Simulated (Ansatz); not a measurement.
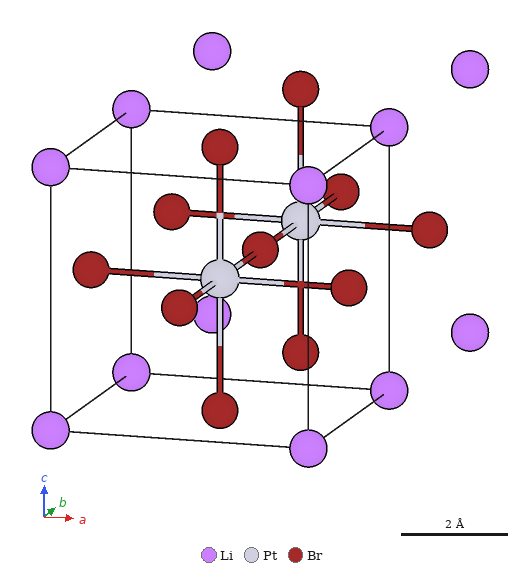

This is the input geometry for a relaxation of a crystal of LiPtBr3 (built on the KZnF3-221 type type). A ball-and-stick model of the cell of the calculation, repeated 1 × 2 × 1 with one cell outlined, seen slightly off an axis.

Theory: DFT, r2SCAN+rVV10, plane waves, PAW (Ansatz).

Input file:
```yaml
crystal:
  lattice:
    - [5.1205731842, 0.0, 0.0]
    - [0.0, 5.1205731842, 0.0]
    - [0.0, 0.0, 5.1205731842]
  atoms:
    - { symbol: Li, position: [0.0, 0.0, 0.0] }
    - { symbol: Pt, position: [0.5, 0.5, 0.5] }
    - { symbol: Br, position: [0.0, 0.5, 0.5] }
    - { symbol: Br, position: [0.5, 0.0, 0.5] }
    - { symbol: Br, position: [0.5, 0.5, 0.0] }
kpoints:
  mp_grid: { grid: [4, 4, 4] }
hamiltonian:
  xc: r2scan
  dispersion: rvv10
scf:
  occupations: { method: fermi_dirac, width: 0.03 }
relax:
  f_tol: 0.01
  cell: {}
  max_steps: 120
output:
  write_density: true
  write_potential: true
  elf: true
  volumetric_format: npy
```

Command:
```bash
ansatz run input.yaml --threads 2 --pin off --max-ram 2211MiB --backend cpu --events-out ev --progress --plain --runs-dir out
```

**Predict the outcome.**

The energy falls by 5.9 meV per cell of the calculation in 2 accepted moves (3 points after the start). All forces vanish by symmetry, so only the cell relaxes. The pressure goes from 0.85 to −0.01 GPa. The SCF was repeated once at an unchanged geometry on a basis and grid sized afresh for the cell, which shifted the energy by 0.4 meV per cell of the calculation at most. No atom moves by more than 0.005 Å relative to the cell. The drawn cell changes as follows: a = b = c 5.121 → 5.149 Å (+0.6 %); the volume changes by +1.7 %. Among the contacts that change: Pt2–Br3 2.560 → 2.575 Å. The space group stays Pm-3m (No. 221).

The structure at the end:

```
Li Pt Br
1.0
     5.14939    0.00000    0.00000
     0.00000    5.14939    0.00000
     0.00000    0.00000    5.14939
Li Pt Br
1 1 3
Direct
  0.00000 0.00000 0.00000
  0.50000 0.50000 0.50000
  0.00000 0.50000 0.50000
  0.50000 0.00000 0.50000
  0.50000 0.50000 0.00000
```
